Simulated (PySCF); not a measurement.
**One shape, several levels: quartet SiH**

Wanted: a comparison of 6 runs (UHF/STO-3G, UHF/3-21G, UB3LYP/6-31G*, U-wB97M-V/def2-TZVPPD, UB2PLYP/def2-TZVPPD, USCS-MP2/def2-TZVPPD) of quartet SiH. Input form: a Python script.

The calculation is run with PySCF 2.14.0.

8 further runs of the same task are left out: 8 set aside as unsound or not needed.

**1. Starting point**

The species is SiH (2 atoms), meant as a quartet with charge 0. As SMILES of the parent species, `[SiH]`. The shape is that of a PBE0-D4/def2-TZVP optimisation. That shape belongs to the parent species and isn't relaxed for this state.

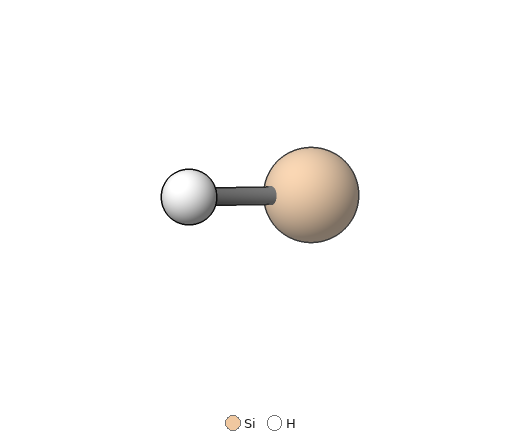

The structure, seen from a chosen angle (silicon light orange, hydrogen white).

**2. The energy at UHF/STO-3G (run 1)**

calc.py reads:

```python
from pyscf import gto

system = gto.M(
    atom='''
Si     0.000000     0.000000    -0.007580
H      0.000000     0.000000     1.524140
''',
    charge=0,
    max_memory=1860,
    verbose=4,
    spin=3,
    basis='sto-3g',
)

myscf = system.UHF()
myscf.conv_tol = 1e-10
myscf.kernel()
if not myscf.converged:
    myscf = myscf.newton().run(myscf.mo_coeff, myscf.mo_occ)

etot = myscf.e_tot
print('Final energy', etot)
```

Command:

```bash
$ OMP_NUM_THREADS=1 python calc.py
```

Standard output:

```text
PySCF version 2.14.0

[... 37 lines left out ...]
WARN: HOMO 0.0739997197965695 >= LUMO -0.203191517981948
[... 42 lines left out ...]
converged SCF energy = -285.99778208951  <S^2> = 3.7502623  2S+1 = 4.0001312
Final energy -285.99778208950966
```

It took 0.72 s on 1 thread of Arm Neoverse V1, shared host; peak memory 0.12 GiB.

**3. A single-point energy at UHF/3-21G (run 2)**

input.py reads:

```python
from pyscf import gto, scf

molecule = gto.M(
    atom='''
Si   0.000000   0.000000  -0.007580
H    0.000000   0.000000   1.524140
''',
    max_memory=1860,
    basis='3-21g',
    verbose=3,
    spin=3,
)

mf = scf.UHF(molecule)
mf.conv_tol = 1e-10
mf.kernel()
if not mf.converged:
    mf = mf.newton().run(mf.mo_coeff, mf.mo_occ)

e_tot = mf.e_tot
print('E(%s) = %.9f' % ('HF', e_tot))
```

Command:

```bash
$ OMP_NUM_THREADS=1 python input.py
```

Standard output:

```text
WARN: HOMO -0.063207242078768 >= LUMO -0.252903168049595

converged SCF energy = -287.877805548718  <S^2> = 3.7509818  2S+1 = 4.0004909
E(HF) = -287.877805549
```

Run time: 0.6 s. Hardware: 1 thread of Arm Neoverse V1, shared host; peak memory 0.099 GiB.

Runs 3 to 5 aren't shown in full; the table further down has their settings and results.

**4. A single-point energy at USCS-MP2/def2-TZVPPD (run 6)**

input.py reads:

```python
from pyscf import gto, mp

mol = gto.M(
    atom=[
    ('Si', (0.000000, 0.000000, -0.007580)),
    ('H', (-0.000000, -0.000000, 1.524140)),
],
    spin=3,
    basis='def2-tzvppd',
    verbose=4,
    max_memory=1860,
)

mf = mol.UHF()
mf.conv_tol = 1e-10
mf.kernel()
if not mf.converged:
    mf = mf.newton().run(mf.mo_coeff, mf.mo_occ)

pt = mp.MP2(mf, frozen=5).run()
etot = mf.e_tot + 1.2 * pt.e_corr_os + pt.e_corr_ss / 3
print('Final energy', etot)
```

Command:

```bash
$ OMP_NUM_THREADS=1 python input.py
```

Standard output:

```text
PySCF version 2.14.0

[... 37 lines left out ...]
WARN: HOMO -0.0638804369887581 >= LUMO -0.253082719052648
[... 50 lines left out ...]
converged SCF energy = -289.397759914537  <S^2> = 3.7532809  2S+1 = 4.0016401
[... 1 line left out ...]
******** <class 'pyscf.mp.ump2.UMP2'> ********
nocc = (np.int64(4), np.int64(1)), nmo = (60, 60)
frozen orbitals 5
E(UMP2) = -289.459957054538  E_corr = -0.0621971400017046
E(SCS-UMP2) = -289.457287726268  E_corr = -0.0595278117317075
E_corr(same-spin) = -0.0174331803119284
E_corr(oppo-spin) = -0.0447639596897762
Final energy -289.4572877262683
```

Wall time 1.3 s (1 thread of Arm Neoverse V1, shared host); peak memory 0.14 GiB.

**5. Overview of the runs**

```
run                                level  integration grid  nlc grid  energy (Eh)  dipole moment (D) of the reference  HOMO energy (eV)  LUMO energy (eV)  wall time
  1                           UHF/STO-3G                 –         –  -285.997782                                1.14             -4.79              4.80     0.72 s
  2                            UHF/3-21G                 –         –  -287.877806                                0.56             -8.69             -0.53      0.6 s
  3  UB3LYP/6-31G* (spherical functions)                 5         –  -289.918524                                0.06             -5.49             -5.26        2 s
  4                U-wB97M-V/def2-TZVPPD                 5         1  -289.894864                                0.01             -7.61             -2.87       17 s
  5                  UB2PLYP/def2-TZVPPD                 5         –  -289.802045                                0.05             -6.73             -3.51      6.3 s
  6                 USCS-MP2/def2-TZVPPD                 –         –  -289.457288                                0.16             -8.73             -0.57      1.3 s
```

**6. What came out**

```
                                                         quantity          value
                                              run 6: total energy  -289.45729 Eh
                      run 6: dipole moment (Hartree–Fock density)         0.16 D
run 6: HOMO energy (Hartree–Fock orbitals) (highest over α and β)       -8.73 eV
 run 6: LUMO energy (Hartree–Fock orbitals) (lowest over α and β)       -0.57 eV
               run 6: correlation energy (5 core orbitals frozen)      -59.5 mEh
                         run 6: ⟨S²⟩ of the reference determinant          3.753
```

**Reading.** Over runs 1, 2, 3, 4, 5 the dipole moment (its size) runs from 0.01 D (U-wB97M-V/def2-TZVPPD) to 1.14 D (UHF/STO-3G). The two ends differ in method and basis. The two dipoles point in opposite directions. Totals of different functionals can't be ranked against each other. In run 1 the basis is minimal, so the values are rough. All runs together took 27 s, the longest 17 s.
